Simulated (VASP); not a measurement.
Band structure of HBr (space group Cmc2_1). Computed with r2SCAN meta-GGA, VASP's PBE PAW potentials (set 64) (plane waves; VASP 6.6.1).

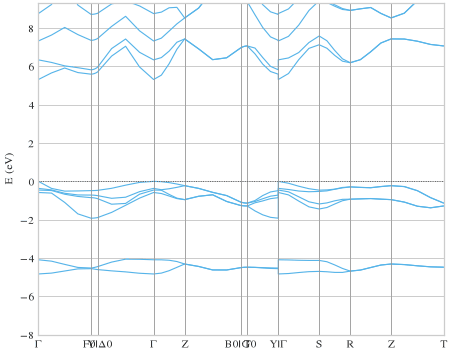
Bands along high-symmetry lines, zero at the valence-band maximum or, without a gap, the Fermi level

Question: Read the plot: is there a gap, and where are the band edges?

Answer: The gap is direct, 5.32 eV, from the valence maximum at Γ to the conduction minimum at Γ.

The structure comes from a measured HBr entry (Cmc2_1) of the Crystallography Open Database, whose conditions weren't checked. It was relaxed first.
